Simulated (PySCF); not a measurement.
Input

```
{"job": {"kind": "nmr", "xc": "PBE0", "basis": "pcSseg-1"}, "charge": 0, "multiplicity": 1}
C     -1.747250    -0.598103    -0.236405
C     -1.516063     0.762986    -0.484339
C     -0.268651     1.328289    -0.346661
C      0.755473     0.478637     0.052180
N      2.085152     0.629662     0.298177
N      2.615168    -0.548299     0.663735
N      1.727821    -1.446427     0.671913
C      0.532764    -0.899157     0.303719
C     -0.740947    -1.447828     0.157145
H     -2.748988    -0.981218    -0.361012
H     -2.345586     1.382079    -0.792140
H     -0.092259     2.375689    -0.537465
H      2.655015     1.457598     0.240212
H     -0.912327    -2.494381     0.348776
```

Command:

```sh
OMP_NUM_THREADS=1 python probes_run.py task.json out
```

Geometry: GFN2-xTB.

Level of theory: PBE0/pcSseg-1, SCF density, gas phase, non-relativistic (PySCF).

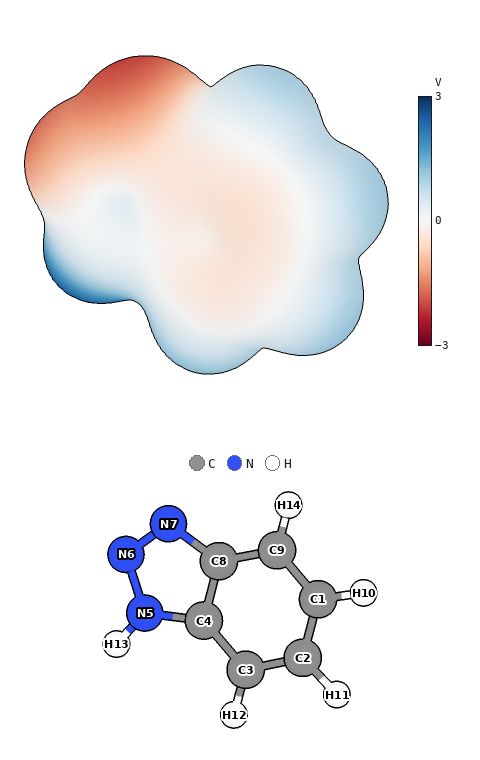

C6H5N3. The molecular electrostatic potential painted on the density surface at 0.002 e/bohr³, seen at a tilt; red is negative and blue positive. The bare structure is drawn below in the same view.

> Which sites attract a positive test charge, and which a negative one?

A positive charge is drawn to the negative regions and a negative charge to the positive ones. The most negative region (about −2.0 V, or −46 kcal/mol for a unit charge) lies over N7, the most positive (about +2.7 V, or +62 kcal/mol for a unit charge) over H13. N7 is the likeliest acceptor of a hydrogen bond.

> What dipole moment does the calculation give?

Its dipole moment is 4.05 D.
